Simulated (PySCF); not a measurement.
# C6H10O2SSi: what the fields show

Input

```
{"job": {"kind": "nmr", "xc": "PBE0", "basis": "pcSseg-1"}, "charge": 0, "multiplicity": 1}
C      2.029448     2.014118     0.328674
C      2.221573     0.819822     1.265957
C      1.266573    -0.230962     0.981492
C      0.462792    -1.099228     0.747170
Si    -0.786990    -2.371582     0.264751
O     -2.168836    -2.263367     1.085616
S     -1.082394    -2.007596    -1.872487
C     -1.088177    -0.179987    -1.937697
C     -2.295670     0.448750    -1.326359
O     -2.923939     0.020061    -0.397199
H      2.761888     2.785835     0.553711
H      2.155332     1.710509    -0.708970
H      1.033358     2.436202     0.448146
H      2.096284     1.138245     2.305025
H      3.231692     0.415351     1.152224
H     -0.342604    -3.744028     0.355171
H     -2.792234    -1.561969     0.871453
H     -0.993046     0.099552    -2.985593
H     -0.208829     0.174619    -1.390263
H     -2.581369     1.406334    -1.805063
```

Command:

```sh
OMP_NUM_THREADS=1 python probes_run.py task.json out
```

Geometry: GFN2-xTB.

These are results of PBE0/pcSseg-1, SCF density, gas phase, non-relativistic (PySCF), not measurements.

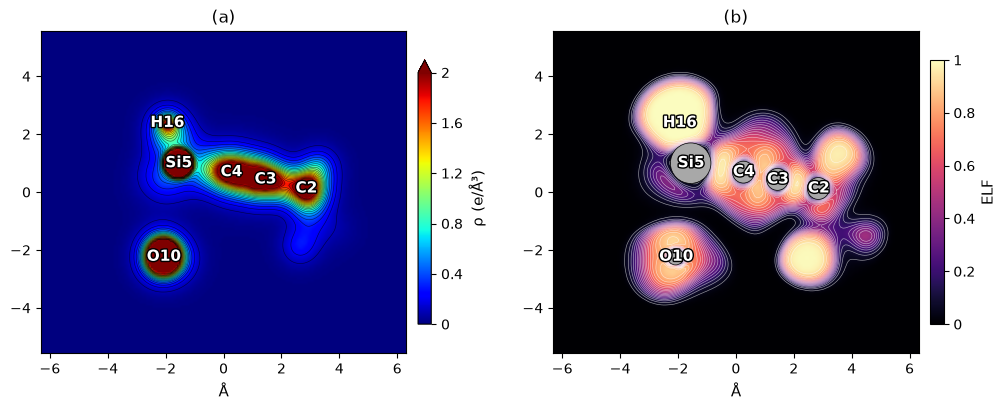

Figure 1. (a) total electron density; (b) electron localisation function on the plane of atoms C4, Si5 and H16. Grey discs cover the atomic cores in the ELF map.

What do the fields say about this system?

Answer. The section cuts through C, Si, O and H sites. C–C (1.21 Å): the density is about 2.7 e/Å³ at the midpoint; the ELF peaks at about 0.85 between the atoms: a short, multiple covalent bond. C–Si (1.85 Å): ρ is about 0.94 e/Å³ halfway; the ELF peaks at about 0.95 between the atoms: localised, covalent bonding. The ELF also peaks beside O10, away from the bonds: lone-pair regions.

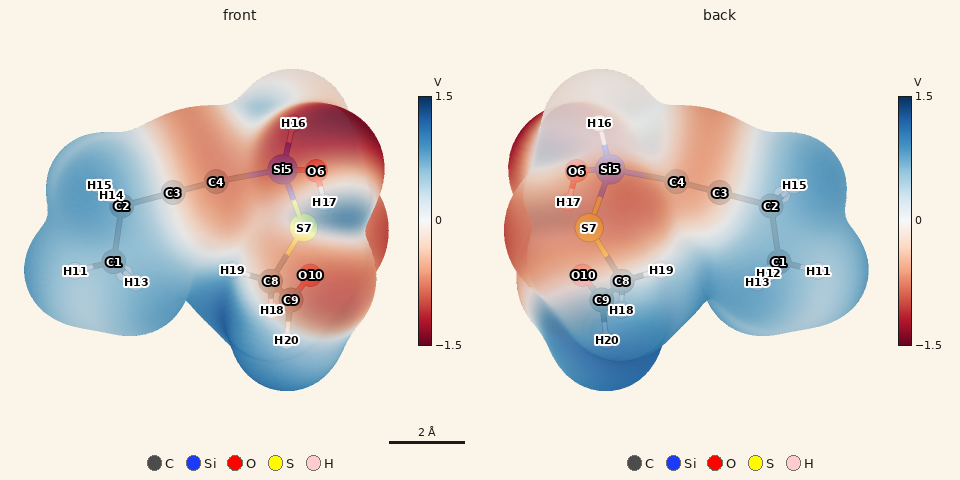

Figure 2. The molecular electrostatic potential painted on the density surface at 0.001 e/bohr³, seen from the front and from behind; the colour scale runs from red (negative) to blue (positive).

Where is the surface potential most negative and most positive?

Answer. The most negative region (about −1.4 V) lies over O6, the most positive (about +1.2 V) over C8, C9, H18 and H20. O6 is the likeliest acceptor of a hydrogen bond.

What dipole moment does the calculation give?

Answer. Its dipole moment is 4.93 D.
